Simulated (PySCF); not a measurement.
AlO (charge −1): single-point calculation

System: AlO, charge −1.
Method: RHF/6-31g*, mp2 (PySCF 2.14.0).

Some settings of this run were made unusual or wrong on purpose.

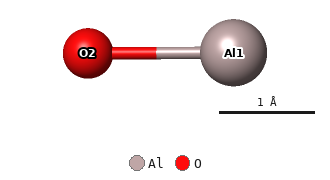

Figure 1. The input geometry (ball-and-stick view, seen on its broad side; atoms are numbered from 1 in the order of the input). Sticks mark near contacts.

### The input
```python
from pyscf import gto, scf, mp

mol = gto.M(
    atom='Al 0 0 0; O 0 0 1.535',
    basis='6-31g*',
    charge=-1,
    spin=0,
    verbose=4,
)
mf = scf.RHF(mol)
field = 0.2  # electric field along z, atomic units
h = mf.get_hcore() + field*mol.intor('int1e_r')[2]
mf.get_hcore = lambda *args: h
e_nuc = mol.energy_nuc() - field*mol.atom_charges() @ mol.atom_coords()[:, 2]
mf.energy_nuc = lambda *args: e_nuc
mf.kernel()
mp.MP2(mf, frozen=6).kernel()
mf.dip_moment()
print('orbital energies (hartree):', mf.mo_energy[..., max(0, mol.nelec[1]-3):mol.nelec[0]+3].round(4))
```

Machine: 1 CPU thread, shared host.

Run as:
```bash
OMP_NUM_THREADS=1 python input.py
```

### The program's output
```
PySCF version 2.14.0

[INPUT] verbose = 4
[INPUT] num. atoms = 2
[INPUT] num. electrons = 22
[INPUT] charge = -1
[INPUT] spin (= nelec alpha-beta = 2S) = 0
[INPUT] symmetry False subgroup None
[INPUT] Mole.unit = angstrom
[INPUT] Symbol           X                Y                Z      unit          X                Y                Z       unit  Magmom
[INPUT]  1 Al     0.000000000000   0.000000000000   0.000000000000 AA    0.000000000000   0.000000000000   0.000000000000 Bohr   0.0
[INPUT]  2 O      0.000000000000   0.000000000000   1.535000000000 AA    0.000000000000   0.000000000000   2.900729601207 Bohr   0.0

nuclear repulsion = 35.8530488180326
number of shells = 14
number of NR pGTOs = 78
number of NR cGTOs = 32
basis = 6-31g*
ecp = {}

******** <class 'pyscf.scf.hf.RHF'> ********
method = RHF
initial guess = minao
damping factor = 0
level_shift factor = 0
DIIS = <class 'pyscf.scf.diis.CDIIS'>
diis_start_cycle = 1
diis_space = 8
diis_damp = 0
SCF conv_tol = 1e-09
SCF conv_tol_grad = None
SCF max_cycles = 50
direct_scf = True
direct_scf_tol = 1e-13
Set gradient conv threshold to 3.16228e-05
Initial guess from minao.
init E= -316.61880242079
  HOMO = -0.072744028867107  LUMO = 0.0564880057309658  gap/eV = 3.51658
cycle= 1 E= -314.652202511151  delta_E= 1.97  |g|= 2.42  |ddm|= 8.32
  HOMO = -0.238354740900938  LUMO = -0.00496840011379085  gap/eV = 6.35077
cycle= 2 E= -313.690484329519  delta_E= 0.962  |g|= 3.42  |ddm|= 7.45
  HOMO = -0.269298664008567  LUMO = 0.0671134058593417  gap/eV = 9.15424
cycle= 3 E= -316.325207790788  delta_E= -2.63  |g|= 1.85  |ddm|= 2.08
  HOMO = -0.23285305536507  LUMO = 0.0986048073165127  gap/eV = 9.01943
cycle= 4 E= -316.882717856103  delta_E= -0.558  |g|= 1.24  |ddm|= 1.09
  HOMO = -0.137818148144265  LUMO = 0.181931715340431  gap/eV = 8.70084
cycle= 5 E= -317.28829870407  delta_E= -0.406  |g|= 0.364  |ddm|=  1.8
  HOMO = -0.127018765428466  LUMO = 0.206603247178485  gap/eV = 9.07832
cycle= 6 E= -317.348158673927  delta_E= -0.0599  |g|= 0.0908  |ddm|= 1.34
  HOMO = -0.109889195818587  LUMO = 0.210706453720576  gap/eV = 8.72385
cycle= 7 E= -317.369485001826  delta_E= -0.0213  |g|= 0.114  |ddm|= 0.832
  HOMO = -0.0951039169788532  LUMO = 0.214994362525038  gap/eV = 8.43820
cycle= 8 E= -317.396001691942  delta_E= -0.0265  |g|= 0.0949  |ddm|= 1.06
  HOMO = -0.0874336970660519  LUMO = 0.214057735168833  gap/eV = 8.20400
cycle= 9 E= -317.40637579436  delta_E= -0.0104  |g|= 0.00771  |ddm|= 0.694
  HOMO = -0.0918330467376665  LUMO = 0.21602786006932  gap/eV = 8.37732
cycle= 10 E= -317.406391937601  delta_E= -1.61e-05  |g|= 0.00845  |ddm|= 0.106
  HOMO = -0.0902419804063808  LUMO = 0.214993921030546  gap/eV = 8.30589
cycle= 11 E= -317.406449209335  delta_E= -5.73e-05  |g|= 0.000797  |ddm|= 0.058
  HOMO = -0.0904425172736345  LUMO = 0.215186401722573  gap/eV = 8.31659
cycle= 12 E= -317.406449895074  delta_E= -6.86e-07  |g|= 0.00038  |ddm|= 0.00931
  HOMO = -0.0903497208801678  LUMO = 0.215117587743923  gap/eV = 8.31219
cycle= 13 E= -317.406450104974  delta_E= -2.1e-07  |g|= 4.95e-05  |ddm|= 0.0038
  HOMO = -0.0903565583653001  LUMO = 0.215125992987544  gap/eV = 8.31260
cycle= 14 E= -317.406450107481  delta_E= -2.51e-09  |g|= 4.09e-06  |ddm|= 0.000413
  HOMO = -0.0903554023717472  LUMO = 0.215125472360435  gap/eV = 8.31256
cycle= 15 E= -317.406450107509  delta_E= -2.79e-11  |g|= 7.53e-07  |ddm|= 3.8e-05
  HOMO = -0.0903554987194961  LUMO = 0.215125543138429  gap/eV = 8.31256
```

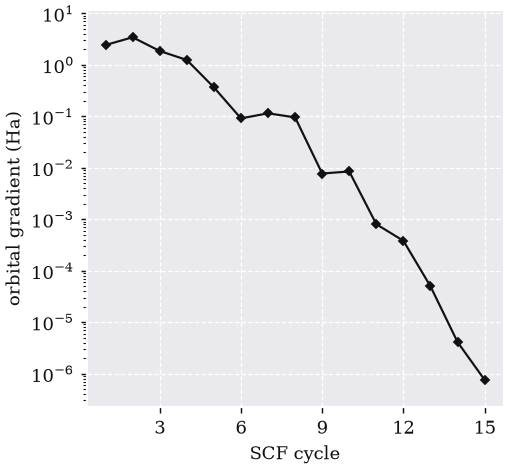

Figure 2. Convergence of the self-consistent field: orbital gradient against the SCF cycle. The residual falls almost steadily, with no more than small rises.

```
Extra cycle  E= -317.406450107509  delta_E= -3.41e-13  |g|= 3.91e-07  |ddm|= 2.05e-06
converged SCF energy = -317.406450107509

******** <class 'pyscf.mp.mp2.RMP2'> ********
nocc = 5, nmo = 26
frozen orbitals 6
E(RMP2) = -317.595071446943  E_corr = -0.188621339434558
E(SCS-RMP2) = -317.597520538971  E_corr = -0.191070431461704
E_corr(same-spin) = -0.0407021259920371
E_corr(oppo-spin) = -0.147919213442521

WARN: System has nonzero charge -1; the dipole moment is origin-dependent.
Location of origin: [0. 0. 0.]

Dipole moment(X, Y, Z, Debye):  0.00000, -0.00000, 21.84525
orbital energies (hartree): [-0.2171 -0.2171 -0.0904  0.2151  0.2151  0.3259]
```

### What the run reported

| quantity | value |
| --- | --- |
| outcome | converged |
| SCF energy | −317.406450 hartree |
| wall time | 1.1 s |

### Diagnosis

Some settings of this run were drawn to be unusual or wrong. It converged; results that depend on the unusual settings are not reference values.
